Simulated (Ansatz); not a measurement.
# BBr2Cl (dibromo(chloro)borane): levels of theory compared

Wanted: a comparison of 6 runs (B3LYP/6-31G*, CAM-B3LYP/6-31G*, PBE/6-31G*, SVWN5/6-31G*, revPBE/6-31G*, CCSD/6-31G*) of BBr2Cl (dibromo(chloro)borane). 

Program for the calculation: Ansatz 0.2.0.

51 further runs of the same task are left out: 2 that didn't finish, 49 set aside as unsound or not needed.

## 1. The molecule

BBr2Cl has 4 atoms, charge 0, and is taken as a singlet. SMILES: `ClB(Br)Br`. The B2–Br4 distance was set to 4.178 Å, away from the relaxed value. At this shape a bond of the SMILES string is far longer than usual.

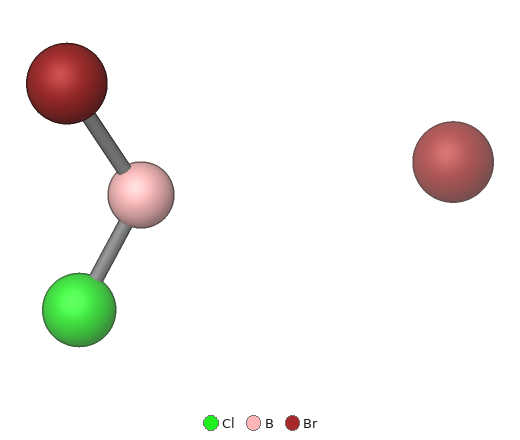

Viewed from a chosen angle; chlorine green, boron pink, bromine red.

## 2. A single-point energy at B3LYP/6-31G(d) (spherical functions) (run 1)

Contents of run.yaml:

```yaml
crystal:
  periodic: [false, false, false]
  atoms:
    - {symbol: Cl, position_ang: [1.081362, -2.364120, 2.372705]}
    - {symbol: B, position_ang: [1.279842, -0.758220, 1.754185]}
    - {symbol: Br, position_ang: [2.568152, 0.404550, 2.524805]}
    - {symbol: Br, position_ang: [-1.075360, 0.560270, -1.434250]}
basis:
  gaussian: {orbitals: 6-31G_st_-spherical.json}
hamiltonian: {xc: {name: B3LYP}}
accuracy: high
output: {orbitals: {seedname: orbitals}}
```

The basis set 6-31G* is read from a file made from the Basis Set Exchange's data (not shown).

Command:

```
$ ansatz run run.yaml --threads 1 --pin off --max-ram 3480MiB --events-out events.jsonl --progress --plain --runs-dir runs
```

What it wrote:

```text
Warning: RAYON_NUM_THREADS=1 ignored (pool sized by the plan → 1); use --threads N
Functional definition: B3LYP
  name "B3LYP"
  parameter a0 = 0.2
  parameter ax = 0.72
  parameter ac = 0.81
  exchange = (1 - a0 - ax)*slater_x + ax*b88_x + a0*exact_x
  correlation = (1 - ac)*vwn_rpa_c + ac*lyp_c
1719 factors; integrals over basis functions are off by at most 4.9e-9 eV
mean field evaluation 1: about -153270.3286 eV, gradient 2.3e1 eV
mean field evaluation 2: about -153046.6079 eV, gradient 1.5e2 eV
mean field evaluation 4: about -153257.9215 eV, gradient 4.4e1 eV
mean field evaluation 8: about -153274.4541 eV, gradient 1.4e-2 eV
mean field evaluation 16: about -153260.9680 eV, gradient 3.2e1 eV
mean field evaluation 32: about -153273.8100 eV, gradient 1.1e1 eV
mean field -153274.45409683 eV, -5632.7322949019 hartree, gradient 1.6e-8 eV, S^2 0.000000; 4 other end points of the search recorded, 0 dependent functions left out
reference -153274.45413684 eV, -5632.7322963724 hartree; 46, 46 occupied and 50, 50 virtual orbitals, 1719 factors
Total energy: -153274.45413684 eV, -5632.7322963724 hartree
```

It took 16 s on 1 thread of Arm Neoverse V1, shared host; peak memory 0.34 GiB.

## 3. A single-point energy at CAM-B3LYP/6-31G(d) (spherical functions) (run 2)

Contents of job.yaml:

```yaml
crystal:
  periodic: [false, false, false]
  atoms:
    - {symbol: Cl, position_ang: [1.081362, -2.364120, 2.372705]}
    - {symbol: B, position_ang: [1.279842, -0.758220, 1.754185]}
    - {symbol: Br, position_ang: [2.568152, 0.404550, 2.524805]}
    - {symbol: Br, position_ang: [-1.075360, 0.560270, -1.434250]}
basis:
  gaussian:
    orbitals: 6-31G_st_-spherical.json
magnetization:
  spin_polarized: false
  initial_magnetization: 0
hamiltonian:
  xc: {name: CAM-B3LYP}
accuracy: high
output: {orbitals: {seedname: orbitals}}
```

The basis set 6-31G* is read from a file made from the Basis Set Exchange's data (not shown).

Command:

```
$ ansatz run job.yaml --threads 1 --pin off --max-ram 3480MiB --events-out events.jsonl --progress --plain --runs-dir runs
```

What it wrote, cut to the lines that bear on the results:

```text
Warning: RAYON_NUM_THREADS=1 ignored (pool sized by the plan → 1); use --threads N
Functional definition: CAM-B3LYP
  name "CAM-B3LYP"
[...]
1719 factors; integrals over basis functions are off by at most 4.9e-9 eV
384 factors; integrals over basis functions are off by at most 1.7e-9 eV
[...]
mean field -153278.52946318 eV, -5632.8820618530 hartree, gradient 4.2e-8 eV, S^2 0.000000; 4 other end points of the search recorded, 0 dependent functions left out
reference -153278.52948261 eV, -5632.8820625669 hartree; 46, 46 occupied and 50, 50 virtual orbitals, 1719 factors
Total energy: -153278.52948261 eV, -5632.8820625669 hartree
```

It took 18 s on 1 thread of Arm Neoverse V1, shared host; peak memory 0.4 GiB.

Runs 3 to 5 aren't shown in full; the table further down has their settings and results.

## 4. A single-point energy at CCSD/6-31G(d) (spherical functions) (run 6)

run.yaml, as its differences from that of step 2:

```diff
@@ -9,4 +9,4 @@
   gaussian: {orbitals: 6-31G_st_-spherical.json}
-hamiltonian: {xc: {name: B3LYP}}
+correlation: {method: ccsd, frozen_orbitals: {B: 1, Br: 9, Cl: 5}}
+scf: {omitted_lower_state_checks: [cluster_reference, increment]}
 accuracy: high
-output: {orbitals: {seedname: orbitals}}
```

The basis set 6-31G* is read from a file made from the Basis Set Exchange's data (not shown).

Command:

```
$ ansatz run run.yaml --threads 1 --pin off --max-ram 3480MiB --events-out events.jsonl --progress --plain --runs-dir runs
```

What it wrote:

```text
Warning: RAYON_NUM_THREADS=1 ignored (pool sized by the plan → 1); use --threads N
[... 12 lines left out ...]
24 core orbitals not correlated: weight in the atoms' cores, before any rotation towards them, 1.000 or more for the frozen orbitals, at most 0.000 for the correlated occupied ones
[... 43 lines left out ...]
WARN: these amplitudes may be one of several solutions (largest doubles amplitude 0.62, level shift 2.44 eV)
Total energy: -153173.53712808 eV, -5629.0236647044 hartree
Checks for a lower state left out: cluster_reference, increment
```

Wall time 45 s (1 thread of Arm Neoverse V1, shared host); peak memory 0.46 GiB.

## 5. Overview of the runs

```
run                                   level  frozen core orbitals   energy (Eh)  wall time
  1      B3LYP/6-31G* (spherical functions)                     –  -5632.732296       16 s
  2  CAM-B3LYP/6-31G* (spherical functions)                     –  -5632.882063       18 s
  3        PBE/6-31G* (spherical functions)                     –  -5631.676348       16 s
  4      SVWN5/6-31G* (spherical functions)                     –  -5623.811700       11 s
  5     revPBE/6-31G* (spherical functions)                     –  -5632.149889       16 s
  6       CCSD/6-31G* (spherical functions)                    24  -5629.023665       45 s
```

## 6. Results

```
                                           quantity           value
                                run 6: total energy  -5629.02366 Eh
run 6: correlation energy (24 core orbitals frozen)      -758.7 mEh
                               run 6: T1 diagnostic           0.065
```

Totals of different functionals can't be ranked against each other. In run 6 the T1 diagnostic is large, so a single reference may not serve. In run 6 the log says that unrestricted orbitals would lower the reference, so the values rest on an unstable closed-shell determinant (other closed-shell runs at this shape may share the fault). All runs together took 2 min, the longest 45 s.
